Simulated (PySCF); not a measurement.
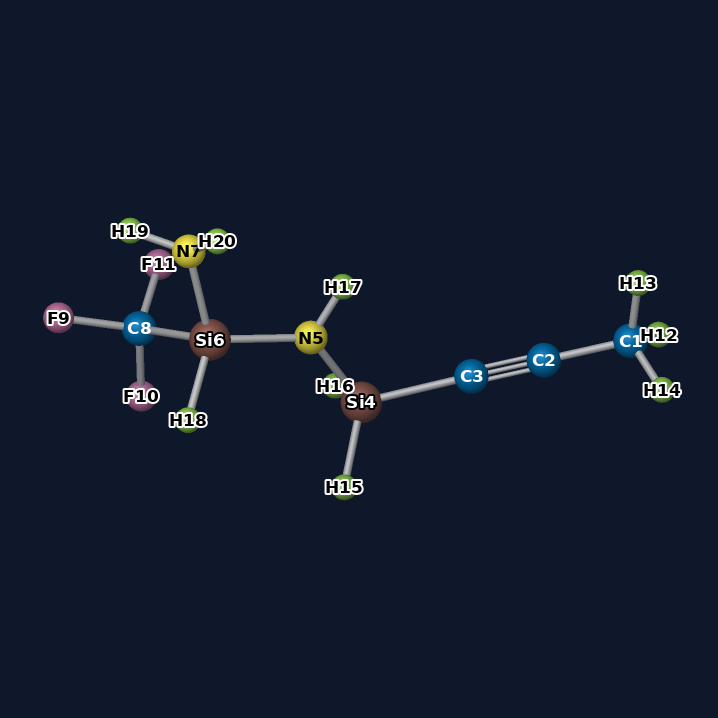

The computed structure is the end point of a GFN2-xTB optimisation. No frequency run is at hand to confirm it as a minimum. Electric field gradients from the ground-state density, PBE0/pcSseg-1 (PySCF 2.14.0), non-relativistic apart from any core potentials.

Give the largest field-gradient component, the quadrupole coupling constant and the asymmetry for 14N at N5 (Q = 20.44 mb), 14N at N7 (Q = 20.44 mb), 2H at H12 (Q = 2.86 mb), 2H at H13 (Q = 2.86 mb).

```
atom  V_zz (a.u.)  e²qQ/h (MHz)     η
  N5       −0.766         −3.68  0.42
  N7       −0.927         −4.45  0.30
 H12        0.308         0.207  0.02
 H13        0.308         0.207  0.03
```

The geometry is semi-empirical. Around Si such bond lengths and angles can be off by a tenth of an ångström or more and by several degrees, and values that hang on the shape move with them.
